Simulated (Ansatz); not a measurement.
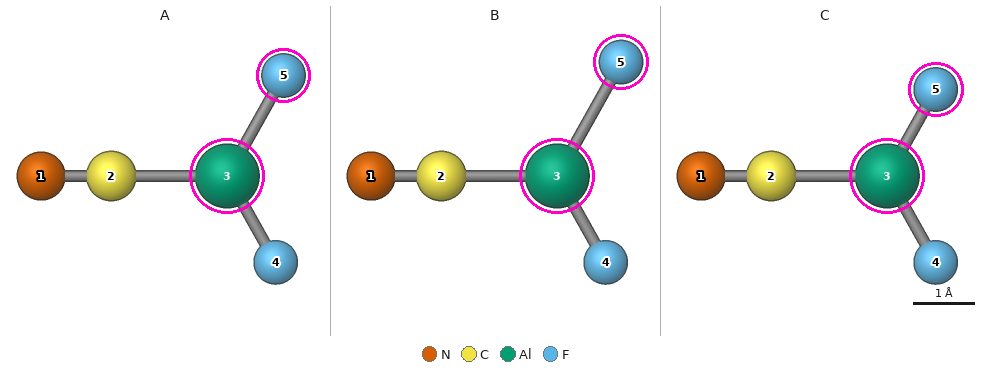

A scan of AlCNF2: the Al3–F5 distance is varied, with the rest of the molecule carried along rigidly. A ball-and-stick model, seen at a tilt. The ringed atoms are those of the scanned coordinate.

Level of theory: B3LYP-D4 (def2-TZVPP, Ansatz), on geometries moved rigidly from the minimum at PBE0-D4/def2-TZVP. Energies are counted from the PBE0-D4/def2-TZVP minimum geometry at the same level.

Rank the frames from lowest to highest energy.

Lowest first: C (the distance 1.627 Å, 0.0 kJ/mol), A (the distance 1.891 Å, 66.4 kJ/mol), B (the distance 2.143 Å, 179.3 kJ/mol). Over the whole scan: the lowest computed point lies at the distance 1.627 Å (0.0 kJ/mol). The end points stand at 90.2 kJ/mol (1.432 Å) and 240.3 kJ/mol (2.278 Å). The curvature at the lowest point is about 34 eV/Å² (5.5 mdyn/Å). The well is steeper on the short side, as for any bond.
